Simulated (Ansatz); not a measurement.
```xyz
9

B     0.1777   -0.3062    0.1828
H    -0.3805    0.5867    0.7581
H     1.2577   -0.1365   -0.3035
F    -0.7615   -0.8073   -0.9900
O     0.1300   -1.6128    0.9740
Al   -0.8285   -2.5312   -0.3855
H     0.0874   -3.4613   -1.2765
H    -2.2631   -2.9034    0.1846
H    -0.3704   -1.4987    1.7937
```

All numbers below come from RKS PBE0-D4/6-31G* in Ansatz.

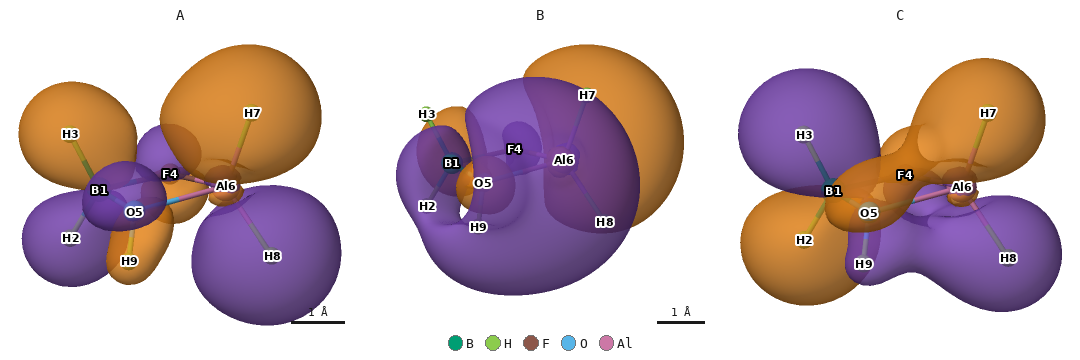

AlBFH$_{5}$O. Three frontier orbitals at ±0.06 Å⁻³ᐟ² (orange and purple are the two phases), in no order.

### Which picture is the HOMO−1, the HOMO and the LUMO?

C is the HOMO−1 (−8.94 eV). By Hirshfeld shares it lies mainly on B1 (about 25 %), H3 (about 20 %), H2 (about 15 %), Al6 (about 10 %), H7 (about 10 %) and H8 (about 5 %). A is the HOMO (−8.39 eV). It lies mainly on Al6 (about 25 %), H8 (about 25 %), H7 (about 20 %), B1 (about 5 %), O5 (about 5 %) and H3 (about 5 %). B is the LUMO (−0.37 eV). It lies mainly on Al6 (about 65 %), O5 (about 10 %), H9 (about 5 %) and B1 (about 5 %).

### What is the HOMO–LUMO gap?

8.02 eV between the orbital energies.
